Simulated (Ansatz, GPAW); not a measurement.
# Dielectric function and optical constants of SrPd2N2 (model structure), part 3 of 3

Aim: the dielectric function of SrPd2N2 (model structure), and the optical constants that follow from it. The cell was made here by substitution or stacking, whether or not such a phase is known. It was built so: All P replaced by N in the I4/mmm structure of SrP2Pd2. The cell is first relaxed with Ansatz.

GPAW 26.7.0; DFT, PBE, plane-wave PAW (GPAW data sets), scalar-relativistic, RPA, optical limit.

So far. Step 3 (Ground state): There are states at the Fermi level within the smearing, so the occupations stay smeared and the carriers get a Drude term.

## 5. Dielectric function, RPA (continued)

The Im ε, E ∥ x has structure finer than the step of the table below, so its rows give means over 1 eV, whole bins alone (the curve runs from 0.305 to 21.5 eV). Peaks (eV: height): without local fields 2.4: 13.6, 12.1: 3.33; with local fields 2.4: 13.1.

Sum at mesh points, not converged in k. Table of Im ε, E ∥ x by photon energy; means over each step:

| photon energy (eV) | without local fields | with local fields |
| --- | --- | --- |
| 1 | 25.7 | 25.3 |
| 2 | 11.5 | 10.9 |
| 3 | 7.24 | 7.13 |
| 4 | 3.53 | 3.42 |
| 5 | 2.35 | 2.25 |
| 6 | 2.23 | 2.12 |
| 7 | 1.93 | 1.89 |
| 8 | 1.56 | 1.52 |
| 9 | 1.25 | 1.15 |
| 10 | 1.42 | 1.28 |
| 11 | 2.21 | 1.48 |
| 12 | 2.71 | 2.10 |
| 13 | 1.68 | 1.98 |
| 14 | 1.29 | 1.46 |
| 15 | 0.921 | 0.998 |
| 16 | 0.859 | 0.893 |
| 17 | 0.854 | 0.846 |
| 18 | 0.943 | 0.880 |
| 19 | 0.992 | 0.867 |
| 20 | 1.26 | 0.887 |

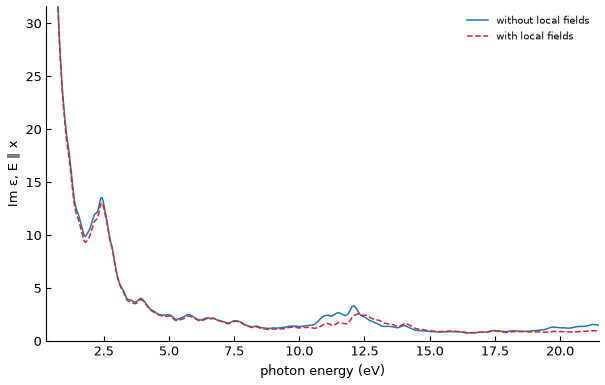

Im ε, E ∥ x, plotted against photon energy. Below 1 eV the curve runs off the scale.

The loss function −Im 1/ε at q → 0 has structure finer than the step of the table below, so its rows give means over 1 eV, whole bins alone (the curve runs from 0.305 to 21.5 eV). Peaks (eV: height): E ∥ x 8.1: 0.678, 15.1: 0.920; E ∥ z 6.2: 0.468, 10.1: 0.924, 12.1: 0.886, 16.7: 0.704, 18.9: 0.794.

Sum at mesh points, not converged in k. The loss function −Im 1/ε at q → 0 by energy loss; means over each step:

```csv
energy loss (eV),E ∥ x,E ∥ z
1,0.0375,0.0485
2,0.0897,0.0662
3,0.111,0.0993
4,0.250,0.135
5,0.432,0.240
6,0.457,0.418
7,0.503,0.293
8,0.603,0.371
9,0.533,0.537
10,0.412,0.794
11,0.342,0.790
12,0.323,0.844
13,0.498,0.793
14,0.661,0.601
15,0.889,0.592
16,0.817,0.601
17,0.686,0.612
18,0.677,0.560
19,0.665,0.698
20,0.649,0.601
```

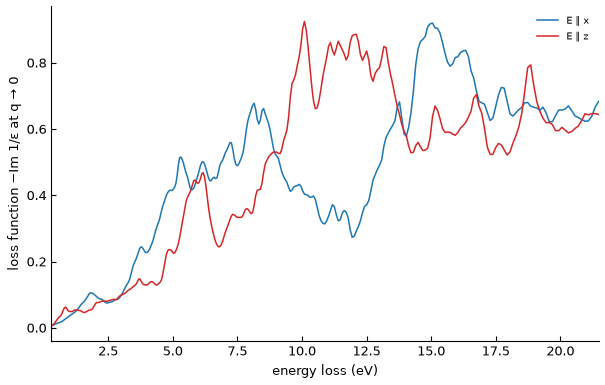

Loss function −Im 1/ε at q → 0, plotted against energy loss.

The reflectivity at normal incidence has structure finer than the step of the table below, so its rows give means over 1 eV, whole bins alone (the curve runs from 0.305 to 21.5 eV). Peaks (eV: height): E ∥ x 2.9: 57.2, 12.7: 17.4; E ∥ z 1.9: 53.0, 4.6: 51.5, 8.1: 30.0.

Sum at mesh points, not converged in k. The reflectivity at normal incidence by photon energy; means over each step:

| photon energy (eV) | E ∥ x (%) | E ∥ z (%) |
| --- | --- | --- |
| 1 | 67.7 | 53.1 |
| 2 | 45.9 | 48.8 |
| 3 | 53.5 | 45.9 |
| 4 | 38.1 | 43.4 |
| 5 | 24.9 | 41.1 |
| 6 | 16.9 | 20.9 |
| 7 | 14.9 | 23.9 |
| 8 | 12.2 | 27.3 |
| 9 | 6.25 | 24.5 |
| 10 | 6.21 | 16.8 |
| 11 | 7.31 | 13.2 |
| 12 | 11.6 | 9.38 |
| 13 | 16.2 | 6.81 |
| 14 | 14.2 | 4.39 |
| 15 | 10.4 | 5.85 |
| 16 | 6.88 | 5.83 |
| 17 | 4.92 | 5.02 |
| 18 | 5.15 | 6.23 |
| 19 | 4.91 | 6.20 |
| 20 | 4.94 | 5.39 |

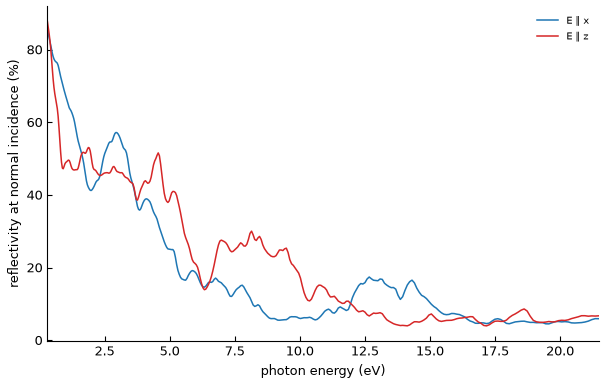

Reflectivity at normal incidence, plotted against photon energy.

At chosen wavelengths:

```csv
wavelength (nm),n x,k x,R (%) x,1/α x,n z,k z,R (%) z,1/α z
1064,2.30,3.798,63.7,22 nm,3.38,2.715,49.1,31 nm
800,1.99,2.845,53.3,22 nm,3.65,2.687,49.4,24 nm
633,2.27,2.182,41.3,23 nm,2.56,2.918,51.7,17 nm
405,1.17,2.448,56.2,13 nm,1.98,2.414,46.2,13 nm
365,0.99,1.964,49.4,15 nm,1.75,2.247,44.5,13 nm
248,1.01,1.163,25.1,17 nm,1.11,1.674,38.8,12 nm
193,1.17,0.900,15.2,17 nm,1.37,0.888,14.5,17 nm
```

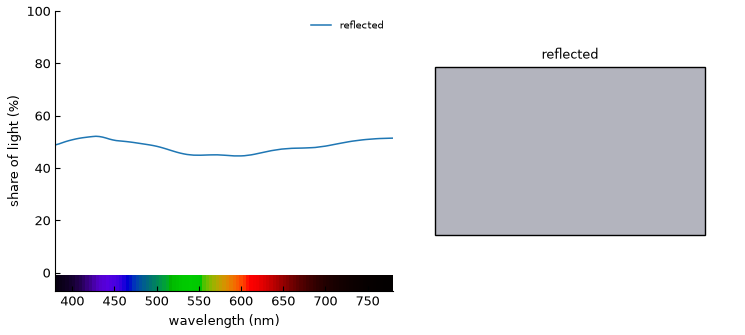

Light reflected across the visible range, with the colour that it makes of daylight (sRGB).

A polished face would reflect 46 % of daylight and look light grey (CIE x = 0.304, y = 0.316 under D65).

## 6. What came out

**Reading.** At this level (PBE, RPA) SrPd2N2 is a metal. The mesh is too coarse to trust the carriers' weight, the reflectivity or the colour to better than tens of per cent. The cell grew by 26.2 % in volume. A polished face would reflect 46 % of daylight and look light grey (CIE x = 0.304, y = 0.316 under D65). The carriers' damping of 0.05 eV is typed, not computed; it shapes the response at the lowest energies. The curves end at 21 eV, about where the summed bands run out. The cell grew by 26 % in the relaxation, which can come from the guessed start or, where layers or molecules are weakly bound, from the missing dispersion term; a larger cell lowers ε. In this version of GPAW the matrix elements of the optical limit are incomplete, which can lower ε − 1 by up to a tenth where first-row anions or d states rule, and shift it by more in d metals. GPAW's carrier term has the form −ωp²/(ω + i·rate)², which damps like twice the rate and fails at low energy, so the curves leave the lowest energies out. The sum runs over mesh points 0.19 Å⁻¹ apart with no interpolation, so peaks are partly noise of the mesh, and the Drude plasma energy, a sum over the Fermi surface, isn't converged.

[Machine, clock and banner lines and Python warnings are left out of the logs.]

[Logs are printed without paths, hosts, clocks, repeated set-up lines and the standing remarks that a program may print on its own settings, such as how far it seeks lower states.]

[Hosts, paths, dates, database ids (printed as entryN), source tags and the programs' standing remarks are cut or masked in the printed files.]
